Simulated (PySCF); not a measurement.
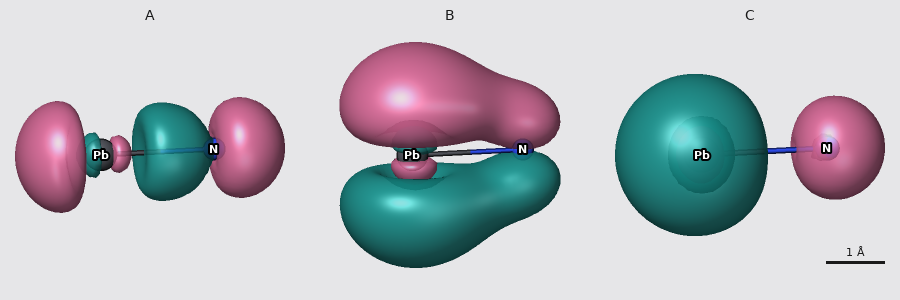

Figure. PbN (charge +1, triplet). Three frontier β-spin orbitals, each drawn at the value that holds 80 % of its norm (teal and pink are the two phases), in no order; of a degenerate pair one member is drawn.

Core potentials replace the inner electrons of Pb.

Theory: PBE0/def2-SVP, non-relativistic Hamiltonian with scalar-relativistic core potentials where named, at a bond length of 2.249 Å in PySCF.

**Name the orbitals and rank them from lowest to highest energy.**

Orbital C: σ, occupied in this spin, −19.50 eV; mainly on Pb (70 %).
Orbital A: σ, occupied in this spin, −12.47 eV; shared between the atoms (Pb 35 %, N 65 %).
Orbital B: π, empty in this spin, −9.65 eV; mainly on Pb (80 %).
